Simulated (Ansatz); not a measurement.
# CH5GaN2 (SMILES [H]/N=[C](/N)[GaH2]) at 6 levels

Wanted: a comparison of 6 runs (HF/3-21G, B3LYP/6-31G*, B3LYP/cc-pVDZ, r2SCAN/cc-pVDZ, B3LYP/6-311G**) of CH5GaN2. 

The calculation is run with Ansatz 0.2.0.

4 further runs of the same task are left out: 1 that didn't finish, 3 set aside as unsound or not needed.

## 1. The structure to begin with

CH5GaN2: 9 atoms, total charge 0, spin state singlet. SMILES: `[H]/N=[C](/N)[GaH2]`. Geometry: relaxed at PBE0-D4/def2-TZVP. This is one conformer, not always the lowest.

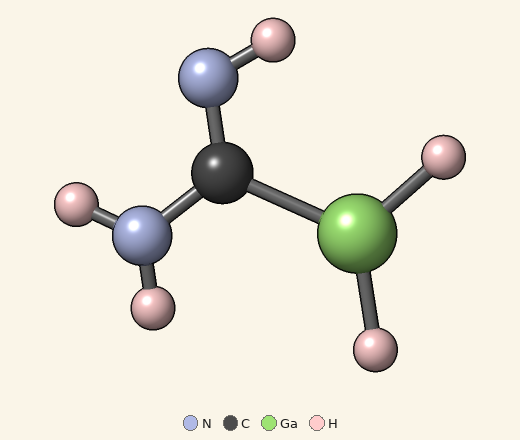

Viewed from a chosen angle; nitrogen light blue, carbon dark grey, gallium green, hydrogen pink.

## 2. Energy and forces at HF/3-21G (run 1)

File in.yaml:

```yaml
crystal:
  periodic: [false, false, false]
  atoms:
    - {symbol: "N", position_ang: [-0.235900, 0.505800, -1.598300]}
    - {symbol: C, position_ang: [0.147300, 0.250700, -0.403900]}
    - {symbol: "N", position_ang: [1.293000, 0.827100, 0.065600]}
    - {symbol: Ga, position_ang: [-0.835500, -1.007100, 0.790500]}
    - {symbol: H, position_ang: [-1.068100, -0.023100, -1.839200]}
    - {symbol: H, position_ang: [1.474700, 0.850900, 1.051500]}
    - {symbol: H, position_ang: [1.707400, 1.555900, -0.497300]}
    - {symbol: H, position_ang: [-2.048700, -1.751300, 0.133000]}
    - {symbol: H, position_ang: [-0.434100, -1.209000, 2.298100]}
basis:
  gaussian:
    orbitals: 3-21G-spherical.json
hamiltonian:
  xc: hf
accuracy: high
output:
  forces: true
  orbitals: {seedname: orbitals}
```

The basis set 3-21G is read from a file made from the Basis Set Exchange's data (not shown).

Launch:

```console
$ ansatz run in.yaml --threads 1 --pin off --max-ram 2610MiB --events-out events.jsonl --progress --plain --runs-dir runs
```

Standard output:

```text
Warning: RAYON_NUM_THREADS=1 ignored (pool sized by the plan → 1); use --threads N
Functional definition: HF
  name "HF"
  exchange = exact_x
  correlation = 0
1281 factors; integrals over basis functions are off by at most 4.3e-9 eV
mean field evaluation 1: about -56124.2485 eV, gradient 3.1e1 eV
mean field evaluation 2: about -56124.5916 eV, gradient 3.2e1 eV
mean field evaluation 4: about -56127.0941 eV, gradient 3.5e0 eV
mean field evaluation 8: about -56127.1555 eV, gradient 4.7e-1 eV
mean field evaluation 16: about -56127.1581 eV, gradient 1.1e-6 eV
mean field -56127.15807014 eV, -2062.6350147236 hartree, gradient 2.7e-8 eV, S^2 0.000000; 0 other end points of the search recorded, 0 dependent functions left out
the calculation of the forces begins
reference -56127.15807014 eV, -2062.6350147236 hartree; 28, 28 occupied and 31, 31 virtual orbitals, 1281 factors
Total energy: -56127.15807014 eV, -2062.6350147236 hartree
Atom 0 at    -0.235900     0.505800    -1.598300 Å, force    -0.150123    -0.403192     0.658837 eV/Å
Atom 1 at     0.147300     0.250700    -0.403900 Å, force    -0.406097    -0.330383    -0.324552 eV/Å
Atom 2 at     1.293000     0.827100     0.065600 Å, force     0.276829     0.713807     0.366514 eV/Å
Atom 3 at    -0.835500    -1.007100     0.790500 Å, force     0.238150     0.260041    -0.273755 eV/Å
Atom 4 at    -1.068100    -0.023100    -1.839200 Å, force     0.108247     0.259479    -0.295383 eV/Å
Atom 5 at     1.474700     0.850900     1.051500 Å, force     0.069499    -0.019140    -0.395092 eV/Å
Atom 6 at     1.707400     1.555900    -0.497300 Å, force    -0.051199    -0.395611     0.194231 eV/Å
Atom 7 at    -2.048700    -1.751300     0.133000 Å, force    -0.135506    -0.097105    -0.045418 eV/Å
Atom 8 at    -0.434100    -1.209000     2.298100 Å, force     0.050201     0.012103     0.114619 eV/Å
Dipole moment:    -0.042460    -0.080179     0.545882 e Å
```

Wall time 1.6 s (1 thread of Arm Neoverse V2, shared host); peak memory 0.14 GiB.

## 3. Energy and gradient at B3LYP/6-31G(d) (spherical functions) (run 2)

File run.yaml:

```yaml
crystal:
  periodic: [false, false, false]
  atoms:
    - {symbol: "N", position_ang: [-0.235900, 0.505800, -1.598300]}
    - {symbol: C, position_ang: [0.147300, 0.250700, -0.403900]}
    - {symbol: N, position_ang: [1.293000, 0.827100, 0.065600]}
    - {symbol: Ga, position_ang: [-0.835500, -1.007100, 0.790500]}
    - {symbol: H, position_ang: [-1.068100, -0.023100, -1.839200]}
    - {symbol: H, position_ang: [1.474700, 0.850900, 1.051500]}
    - {symbol: H, position_ang: [1.707400, 1.555900, -0.497300]}
    - {symbol: H, position_ang: [-2.048700, -1.751300, 0.133000]}
    - {symbol: H, position_ang: [-0.434100, -1.209000, 2.298100]}
basis:
  gaussian:
    orbitals: 6-31G_st_-spherical.json
hamiltonian:
  xc: {name: B3LYP}
accuracy: high
output: {forces: true, orbitals: {seedname: orbitals}}
```

The basis set 6-31G* is read from a file made from the Basis Set Exchange's data (not shown).

Launch:

```console
$ ansatz run run.yaml --threads 1 --pin off --max-ram 2610MiB --events-out events.jsonl --progress --plain --runs-dir runs
```

Standard output:

```text
Warning: RAYON_NUM_THREADS=1 ignored (pool sized by the plan → 1); use --threads N
Functional definition: B3LYP
  name "B3LYP"
  parameter a0 = 0.2
  parameter ax = 0.72
  parameter ac = 0.81
  exchange = (1 - a0 - ax)*slater_x + ax*b88_x + a0*exact_x
  correlation = (1 - ac)*vwn_rpa_c + ac*lyp_c
1935 factors; integrals over basis functions are off by at most 8.3e-9 eV
mean field evaluation 1: about -56460.7893 eV, gradient 6.2e1 eV
mean field evaluation 2: about -56408.5978 eV, gradient 1.4e2 eV
mean field evaluation 4: about -56468.2448 eV, gradient 1.7e1 eV
mean field evaluation 8: about -56469.0063 eV, gradient 7.6e-1 eV
mean field evaluation 16: about -56469.0078 eV, gradient 2.0e-5 eV
mean field -56469.00781842 eV, -2075.1977612587 hartree, gradient 1.9e-8 eV, S^2 0.000000; 0 other end points of the search recorded, 0 dependent functions left out
the calculation of the forces begins
reference -56469.00786019 eV, -2075.1977627939 hartree; 28, 28 occupied and 56, 56 virtual orbitals, 1935 factors
Total energy: -56469.00786019 eV, -2075.1977627939 hartree
Atom 0 at    -0.235900     0.505800    -1.598300 Å, force    -0.065842     0.253838    -0.577120 eV/Å
Atom 1 at     0.147300     0.250700    -0.403900 Å, force    -0.150038    -0.229538     0.288591 eV/Å
Atom 2 at     1.293000     0.827100     0.065600 Å, force     0.315558    -0.027617     0.107319 eV/Å
Atom 3 at    -0.835500    -1.007100     0.790500 Å, force     0.035836     0.002791     0.022697 eV/Å
Atom 4 at    -1.068100    -0.023100    -1.839200 Å, force    -0.173863    -0.115995    -0.071139 eV/Å
Atom 5 at     1.474700     0.850900     1.051500 Å, force     0.057071     0.052497     0.227806 eV/Å
Atom 6 at     1.707400     1.555900    -0.497300 Å, force     0.083144     0.171295    -0.105872 eV/Å
Atom 7 at    -2.048700    -1.751300     0.133000 Å, force    -0.119180    -0.071288    -0.058455 eV/Å
Atom 8 at    -0.434100    -1.209000     2.298100 Å, force     0.017315    -0.035983     0.166172 eV/Å
Dipole moment:     0.070794     0.007233     0.441300 e Å
```

Wall time 12 s (1 thread of Arm Neoverse V2, shared host); peak memory 0.3 GiB.

Runs 3 to 5 aren't shown in full; the table further down has their settings and results.

## 4. Energy and forces at B3LYP/6-311G(d,p) (run 6)

File job.yaml:

```yaml
crystal:
  periodic: [false, false, false]
  atoms:
    - {symbol: N, position_ang: [-0.235900, 0.505800, -1.598300]}
    - {symbol: C, position_ang: [0.147300, 0.250700, -0.403900]}
    - {symbol: N, position_ang: [1.293000, 0.827100, 0.065600]}
    - {symbol: Ga, position_ang: [-0.835500, -1.007100, 0.790500]}
    - {symbol: H, position_ang: [-1.068100, -0.023100, -1.839200]}
    - {symbol: H, position_ang: [1.474700, 0.850900, 1.051500]}
    - {symbol: H, position_ang: [1.707400, 1.555900, -0.497300]}
    - {symbol: H, position_ang: [-2.048700, -1.751300, 0.133000]}
    - {symbol: H, position_ang: [-0.434100, -1.209000, 2.298100]}
basis:
  gaussian: {orbitals: 6-311G_st__st_.json}
hamiltonian: {xc: {name: B3LYP}}
accuracy: high
output: {forces: true, orbitals: {seedname: orbitals}}
```

The basis set 6-311G** is read from a file made from the Basis Set Exchange's data (not shown).

Launch:

```console
$ ansatz run job.yaml --threads 1 --pin off --max-ram 2610MiB --events-out events.jsonl --progress --plain --runs-dir runs
```

Standard output:

```text
Warning: RAYON_NUM_THREADS=1 ignored (pool sized by the plan → 1); use --threads N
[... 7 set-up lines as earlier in the session ...]
2482 factors; integrals over basis functions are off by at most 5.4e-8 eV
mean field evaluation 1: about -56467.6545 eV, gradient 7.1e1 eV
mean field evaluation 2: about -56409.3211 eV, gradient 1.5e2 eV
mean field evaluation 4: about -56476.3468 eV, gradient 1.9e1 eV
mean field evaluation 8: about -56477.1449 eV, gradient 1.6e0 eV
mean field evaluation 16: about -56477.1493 eV, gradient 3.4e-4 eV
mean field -56477.14928767 eV, -2075.4969547351 hartree, gradient 2.6e-8 eV, S^2 0.000000; 0 other end points of the search recorded, 0 dependent functions left out
the calculation of the forces begins
reference -56477.14933133 eV, -2075.4969563394 hartree; 28, 28 occupied and 100, 100 virtual orbitals, 2482 factors
Total energy: -56477.14933133 eV, -2075.4969563394 hartree
Atom 0 at    -0.235900     0.505800    -1.598300 Å, force    -0.083807     0.119698    -0.348798 eV/Å
Atom 1 at     0.147300     0.250700    -0.403900 Å, force    -0.164989    -0.135836     0.074024 eV/Å
Atom 2 at     1.293000     0.827100     0.065600 Å, force     0.318166     0.056508     0.156183 eV/Å
Atom 3 at    -0.835500    -1.007100     0.790500 Å, force    -0.061353    -0.105988     0.098180 eV/Å
Atom 4 at    -1.068100    -0.023100    -1.839200 Å, force    -0.077026    -0.047353    -0.042140 eV/Å
Atom 5 at     1.474700     0.850900     1.051500 Å, force     0.035426     0.036077     0.107211 eV/Å
Atom 6 at     1.707400     1.555900    -0.497300 Å, force     0.041713     0.078519    -0.057202 eV/Å
Atom 7 at    -2.048700    -1.751300     0.133000 Å, force     0.012995     0.006890     0.017829 eV/Å
Atom 8 at    -0.434100    -1.209000     2.298100 Å, force    -0.021123    -0.008514    -0.005287 eV/Å
Dipole moment:     0.077498    -0.005216     0.447535 e Å
```

It took 18 s on 1 thread of Arm Neoverse V2, shared host; peak memory 0.48 GiB.

## 5. The series

```
run                               level  Cartesian functions   energy (Eh)  dipole moment (D)  HOMO energy (eV)  LUMO energy (eV)  wall time
  1                            HF/3-21G                   no  -2062.635015               2.66             -9.23              0.78      1.6 s
  2  B3LYP/6-31G* (spherical functions)                   no  -2075.197763               2.15             -6.27             -2.18       12 s
  3  B3LYP/6-31G* (Cartesian functions)                  yes  -2075.206001               2.15             -6.28             -2.18       13 s
  4                       B3LYP/cc-pVDZ                   no  -2075.460647               2.07             -6.25             -2.14       15 s
  5                      r2SCAN/cc-pVDZ                   no  -2075.313592               2.06             -5.40             -2.43       23 s
  6                      B3LYP/6-311G**                   no  -2075.496956               2.18             -6.43             -2.25       18 s
```

## 6. Summary of results

| quantity | value |
| --- | --- |
| run 6: total energy | -2075.49696 Eh |
| run 6: dipole moment | 2.18 D |
| run 6: HOMO energy | -6.43 eV |
| run 6: LUMO energy | -2.25 eV |
| run 6: HOMO–LUMO gap | 4.19 eV |
| run 6: largest force on an atom | 0.378 eV/Å |

In words: The dipole moment (its size) runs from 2.06 D (r2SCAN/cc-pVDZ) to 2.66 D (HF/3-21G). The two ends differ in method and basis. The HOMO–LUMO gap runs from 2.97 eV (r2SCAN/cc-pVDZ) to 10.01 eV (HF/3-21G). Totals of different functionals can't be ranked against each other. All runs together took 82 s, the longest 23 s.
